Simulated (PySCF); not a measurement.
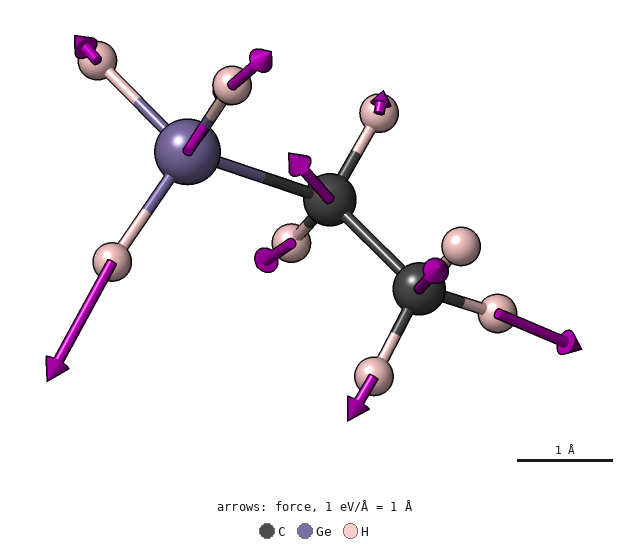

Starting geometry of C2H8Ge with the computed forces as purple arrows. A ball-and-stick model, seen from a free direction.

The start comes from GFN2-xTB. Its atoms were then displaced at random by about 0.01 Å.

Level of theory: PySCF, PBE0-D3(BJ)/def2-SVP geometry optimisation, gas phase. 

### Is this structure relaxed? If not, where do the atoms go?

It isn't relaxed: the largest force vector, on an H atom, is 1.49 eV/Å. The final displacements follow the starting forces only in part (cosine between the two patterns 0.69). After 3 geometry steps the energy has fallen by 0.143 eV. The largest moves after the best rigid fit, 0.063 Å, are those of H atoms. Largest moves by element: H 0.063 Å, Ge 0.034 Å, C 0.030 Å. Near-neighbour distances that change, for instance: Ge–H 1.469 → 1.543 Å, Ge–H 1.498 → 1.543 Å, C–H 1.070 → 1.102 Å, C–C 1.492 → 1.523 Å. Among the angles between lasting bonds that change: H–Ge–H 106.3° → 108.8°, C–Ge–H 112.5° → 110.1°. The run took 21 s on 1 thread of Arm Neoverse N1, with other jobs on the host.
